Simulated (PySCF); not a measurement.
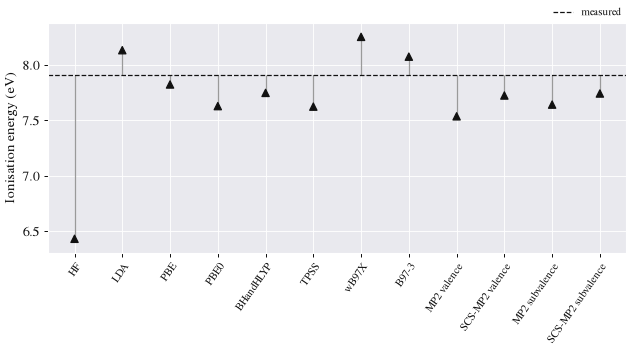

The ionisation energy of an atom or ion with 26 electrons in the configuration [Ar] 3d⁶ 4s² by several methods. PySCF, x2c-QZVPPall, spin-free X2C-1e, unrestricted single determinants, no spin-orbit coupling. Methods marked “valence” freeze 18 core electrons; methods marked “subvalence” freeze 10 core electrons.

Name the element and charge.

Answer. Neutral iron. The values run from 6.43 eV (HF) to 8.25 eV (wB97X). The measured value is 7.90 eV; nearest to it come PBE (−0.08) and BHandHLYP (−0.16), furthest HF (−1.47 eV).
